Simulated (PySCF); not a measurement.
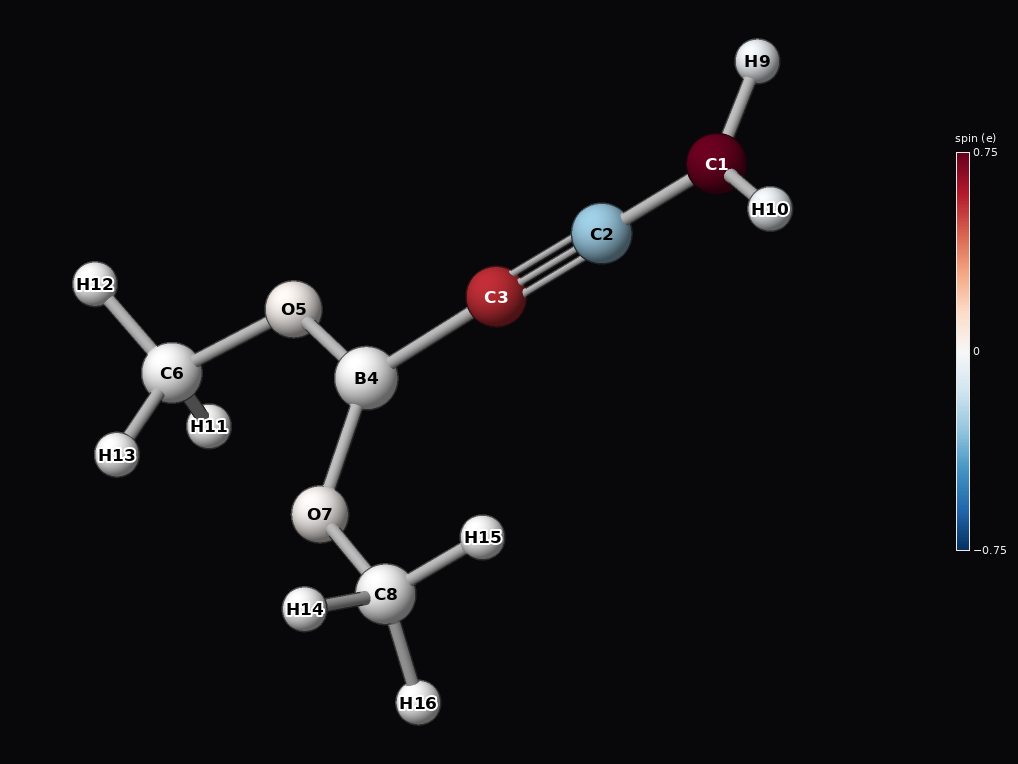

Atoms are coloured by their Mulliken spin populations. Charge 0, doublet. The geometry was computed by an optimisation with GFN2-xTB. No frequency run is at hand to confirm it as a minimum. Level of theory: UKS B3LYP, pcH-1 on B C H O, non-relativistic (PySCF 2.14.0).

Question: Which atom carries the largest spin population?

Answer: C1 (0.74 e).

Question: Which atom has the lowest spin population?

Answer: C2 (−0.28 e); a negative value comes from spin polarisation.

List the Mulliken spin populations.

```
atom  value (e)
  C1       0.74
  C2      −0.28
  C3       0.55
  B4       0.00
  O5       0.03
  C6       0.00
  O7       0.02
  C8       0.00
  H9      −0.03
 H10      −0.03
 H11       0.00
 H12       0.00
 H13       0.00
 H14       0.00
 H15       0.00
 H16       0.00
```

Mulliken values depend strongly on the basis set. The geometry is semi-empirical. Around B such bond lengths and angles can be off by a tenth of an ångström or more and by several degrees, and values that hang on the shape move with them.
